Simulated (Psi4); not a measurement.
# CH5BO (SMILES CBO), run twice

Wanted: a single-point energy of CH5BO, UEDF2/6-311G(2df,2pd).

Program for the calculation: Psi4 1.11.

2 further runs of the same task are left out: 2 set aside as unsound or not needed.

### 1 The molecule

The species is CH5BO (8 atoms), meant as a singlet with charge 0. As SMILES, `CBO`. The shape is that of a PBE0-D4/def2-TZVP optimisation. This is one conformer, not always the lowest.

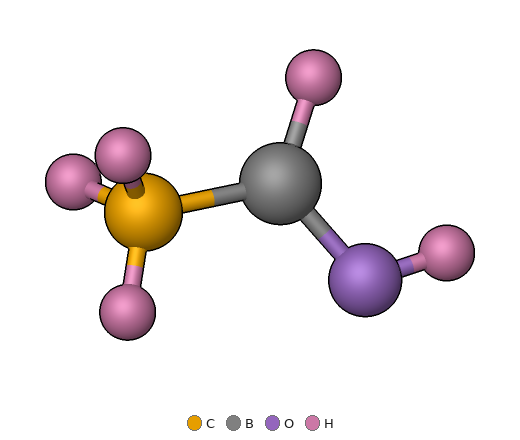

The structure, seen from a chosen angle (carbon amber, boron grey, oxygen purple, hydrogen pink).

### 2 The input as first written

ch5bo.py reads:

```python
import psi4

psi4.set_memory(1600000000)
psi4.set_num_threads(1)
psi4.set_output_file('run.log', False)

mol = psi4.geometry("""
0 1
C     -0.618600     0.710300    -0.324600
B      0.508800    -0.240100     0.180200
O      0.240700    -1.558300     0.355600
H     -1.568300     0.201200    -0.499400
H     -0.308500     1.205100    -1.251900
H     -0.780500     1.520100     0.395700
H      1.620500     0.163100     0.420800
H      0.998200    -2.058400     0.667700
units bohr
""")

psi4.set_options({
    'basis': '6-311G(2df,2pd)',
    'reference': 'uks',
    'scf_type': 'pk',
    'maxiter': 60,
})

e = psi4.energy('edf2', molecule=mol)
print(f'edf2 energy: {e:.10f} Eh')
```

Run with:

```console
python ch5bo.py
```

run.log:

```text
[...]
  Running in c1 symmetry.
[...]
  Nuclear repulsion =  125.841777630712812
[...]
  Multiplicity = 1
[...]
  Nalpha       = 12
  Nbeta        = 12
[...]
    Number of basis functions: 160
[...]
   @UKS iter   1:  -133.63661077151332    5.76425e+00   1.69977e-02 DIIS/ADIIS
[...]
   @UKS iter   9:  -135.73577664980488   -3.83056e-08   4.38952e-07 DIIS
[...]
   @S^2 Observed:                1.119104809E-13
[...]
    Orbital Energies [Eh]
    ---------------------
    Alpha Occupied:
       1A    -19.051003     2A     -9.993942     3A     -6.798109
       4A     -1.306009     5A     -0.971231     6A     -0.829373
       7A     -0.735452     8A     -0.543016     9A     -0.504854
      10A     -0.454991    11A     -0.341257    12A     -0.148744
    Alpha Virtual:
      13A      0.064939    14A      0.095371    15A      0.096766
      16A      0.109348    17A      0.178113    18A      0.194071
      19A      0.196969    20A      0.216234    21A      0.267236
      22A      0.318020    23A      0.419058    24A      0.419361
      25A      0.437600    26A      0.492294    27A      0.529599
[...]
  @UKS Final Energy:  -135.73577664980488
   => Energetics <=
    Nuclear Repulsion Energy =            125.8417776307128122
    One-Electron Energy =                -426.3879057827675183
    Two-Electron Energy =                 183.8155901573004201
    DFT Exchange-Correlation Energy =     -19.0052386550505688
    Empirical Dispersion Energy =           0.0000000000000000
    VV10 Nonlocal Energy =                  0.0000000000000000
    Total Energy =                       -135.7357766498048761
[...]
 Multipole Moments:
 ------------------------------------------------------------------------------------
     Multipole            Electronic (a.u.)      Nuclear  (a.u.)        Total (a.u.)
 ------------------------------------------------------------------------------------
 L = 1.  Multiply by 2.5417464519 to convert [e a0] to [Debye]
 Dipole X            :          0.6733595           -0.3646640            0.3086956
 Dipole Y            :         -1.6519603            1.4374843           -0.2144760
 Dipole Z            :          0.5094775           -0.3800782            0.1293993
 Magnitude           :                                                    0.3975388
[...]
```

The script printed:

```text
edf2 energy: -135.7357766498 Eh
```

Wall time 43 s (1 thread of Intel Xeon Platinum 8375C at 2.90GHz (Ice Lake), shared host); peak memory 1.3 GiB.

### 3 Reading the log

The program ended normally, but the settings are unsound, so its numbers aren't properties of the molecule.

What is wrong: the coordinates are read in the wrong unit, so the molecule is scaled by the ratio of bohr to ångström. As the program read them, the closest atoms are 0.51 Å apart, against 0.96 Å in the sound input.

### 4 The mended input

job.py reads:

```python
import psi4

psi4.set_memory(1600000000)
psi4.set_num_threads(1)
psi4.set_output_file('psi4.out', False)

mol = psi4.geometry("""
0 1
C     -0.618600     0.710300    -0.324600
B      0.508800    -0.240100     0.180200
O      0.240700    -1.558300     0.355600
H     -1.568300     0.201200    -0.499400
H     -0.308500     1.205100    -1.251900
H     -0.780500     1.520100     0.395700
H      1.620500     0.163100     0.420800
H      0.998200    -2.058400     0.667700
""")

psi4.set_options({
    'basis': '6-311G(2df,2pd)',
    'reference': 'uks',
    'scf_type': 'pk',
})

e_tot = psi4.energy('EDF2', molecule=mol)
print(f'total energy {e_tot:.8f} hartree = {e_tot * 27.211386:.5f} eV')
for k, v in sorted(psi4.core.scalar_variables().items()):
    print(f'{k:45s} {v:18.10f}')
```

Run with:

```console
python job.py
```

psi4.out:

```text
[...]
  Running in c1 symmetry.
[...]
  Nuclear repulsion =   66.592600872375016
[...]
  Multiplicity = 1
[...]
  Nalpha       = 12
  Nbeta        = 12
[...]
    Number of basis functions: 160
[...]
   @UKS iter   1:  -140.79029472538386   -3.05339e-01   6.04389e-03 DIIS/ADIIS
[...]
   @UKS iter   8:  -141.19381962136686   -6.53712e-08   6.49610e-07 DIIS
[...]
   @S^2 Observed:               -4.618527782E-14
[...]
    Orbital Energies [Eh]
    ---------------------
    Alpha Occupied:
       1A    -19.081942     2A    -10.090272     3A     -6.717505
       4A     -1.017541     5A     -0.684345     6A     -0.549758
       7A     -0.450996     8A     -0.395346     9A     -0.385679
      10A     -0.365737    11A     -0.351857    12A     -0.297915
    Alpha Virtual:
      13A      0.000529    14A      0.034647    15A      0.063848
      16A      0.111276    17A      0.112862    18A      0.130189
      19A      0.187128    20A      0.222140    21A      0.283176
      22A      0.286655    23A      0.296509    24A      0.301642
      25A      0.330596    26A      0.358327    27A      0.418870
[...]
  @UKS Final Energy:  -141.19381962136686
   => Energetics <=
    Nuclear Repulsion Energy =             66.5926008723750158
    One-Electron Energy =                -322.9856797181173533
    Two-Electron Energy =                 131.8632651518903174
    DFT Exchange-Correlation Energy =     -16.6640059275148218
    Empirical Dispersion Energy =           0.0000000000000000
    VV10 Nonlocal Energy =                  0.0000000000000000
    Total Energy =                       -141.1938196213668562
[...]
 Multipole Moments:
 ------------------------------------------------------------------------------------
     Multipole            Electronic (a.u.)      Nuclear  (a.u.)        Total (a.u.)
 ------------------------------------------------------------------------------------
 L = 1.  Multiply by 2.5417464519 to convert [e a0] to [Debye]
 Dipole X            :          1.0440942           -0.6891150            0.3549792
 Dipole Y            :         -2.8717869            2.7164517           -0.1553352
 Dipole Z            :          0.8495014           -0.7182437            0.1312577
 Magnitude           :                                                    0.4091062
[...]
```

Standard output:

```text
total energy -141.19381962 hartree = -3842.07953 eV
CURRENT ENERGY                                   -141.1938196214
CURRENT REFERENCE ENERGY                         -141.1938196214
DD SOLVATION ENERGY                                 0.0000000000
DFT FUNCTIONAL TOTAL ENERGY                      -141.1938196214
DFT TOTAL ENERGY                                 -141.1938196214
DFT VV10 ENERGY                                     0.0000000000
DFT XC ENERGY                                     -16.6640059275
GRID ELECTRONS ALPHA                               11.9999964651
GRID ELECTRONS BETA                                11.9999964651
GRID ELECTRONS TOTAL                               23.9999929303
NUCLEAR REPULSION ENERGY                           66.5926008724
ONE-ELECTRON ENERGY                              -322.9856797181
PCM POLARIZATION ENERGY                             0.0000000000
PE ENERGY                                           0.0000000000
SCF ITERATION ENERGY                             -141.1938196214
SCF ITERATIONS                                      8.0000000000
SCF TOTAL ENERGY                                 -141.1938196214
TWO-ELECTRON ENERGY                               131.8632651519
XC GRID RADIAL POINTS                              75.0000000000
XC GRID SPHERICAL POINTS                          302.0000000000
XC GRID TOTAL POINTS                           173257.0000000000
```

It took 38 s on 1 thread of Intel Xeon Platinum 8375C at 2.90GHz (Ice Lake), shared host; peak memory 1.3 GiB.

### 5 Results

Level: UEDF2/6-311G(2df,2pd).

| quantity | value |
| --- | --- |
| total energy | -141.19382 Eh |
| dipole moment | 1.04 D |
| HOMO energy | -8.11 eV |
| LUMO energy | 0.01 eV |
| HOMO–LUMO gap | 8.12 eV |

In words: The first attempt's energy was +148.521 eV off this one.
